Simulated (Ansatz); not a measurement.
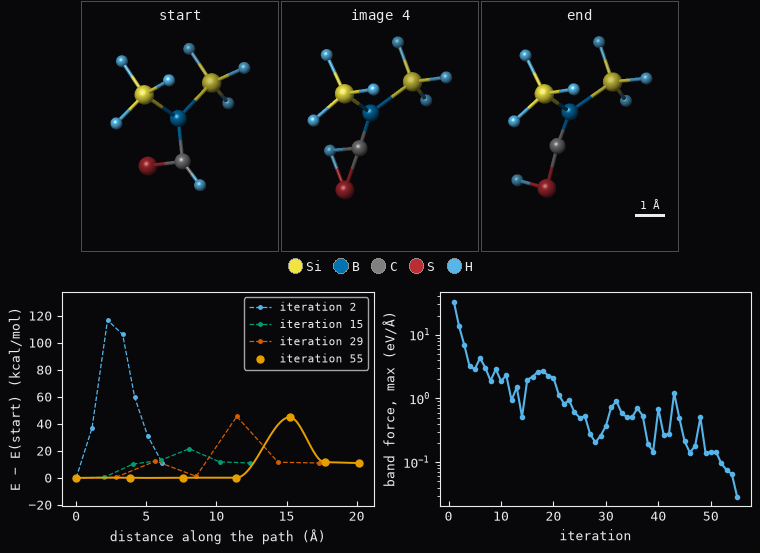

NEB run on CH₇BSSi₂. Images are numbered from 0 (start) to 6 (end). The plot follows the band through its iterations. A ball-and-stick model, seen from a free direction.

These are results of RKS B3LYP/def2-SVP (Ansatz 0.2.0), not measurements. Run with 5 movable images; climbing image; force threshold 0.03 eV/Å; iteration limit 60; starting path through a guess of the saddle point.

Judge this run.

The result is final at these settings. The band converged in 55 iterations. The largest component of the band force went from 33 to 0.029 eV/Å. The climbing image converged on the top of the path. Its vibrational analysis gives one imaginary mode (1449i cm⁻¹), as a transition state must have. The first iteration put the highest image at 263.9 kcal/mol. The energy climbs by 44.9 kcal/mol to image 4 and then falls by 33.9 kcal/mol, so the end point sits at +11.0 kcal/mol.

Cost: 19 min on 2 threads of Arm Neoverse V1, on a shared host, peak memory 0.29 GiB.
